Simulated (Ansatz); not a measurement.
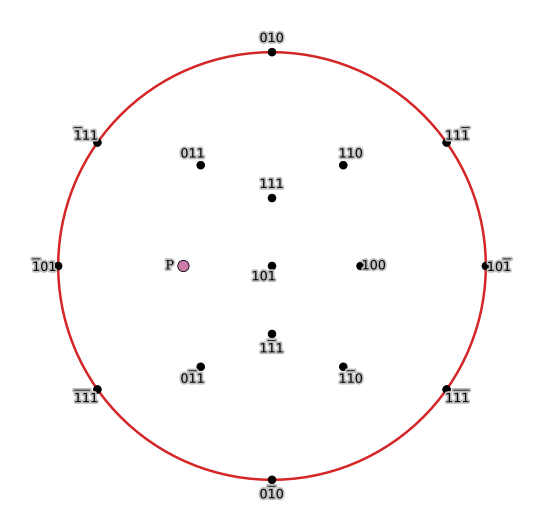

Crystal: ZnSe, the geometry relaxed with Ansatz 0.2.0, DFT PBE, scalar-relativistic, plane waves, PAW. Stereographic projection of plane normals (upper hemisphere) centred on (1 0 1). All values are computed from the atomic coordinates in the standard setting (tolerance 0.002 Å).

a = 5.733 Å, b = 5.733 Å, c = 5.733 Å, α = 90.00°, β = 90.00°, γ = 90.00°.

> Index the pole marked P.

P is (0 0 1), 45.0° from the centre.

> Which zone does the coloured great circle trace?

The zone [1 0 1]: its poles satisfy h + l = 0.

> What is the angle between the normals of (1 0 0) and (0 0 1), and what are their d_hkl = 1/|g|?

90.0°; d = 5.733 Å and 5.733 Å.
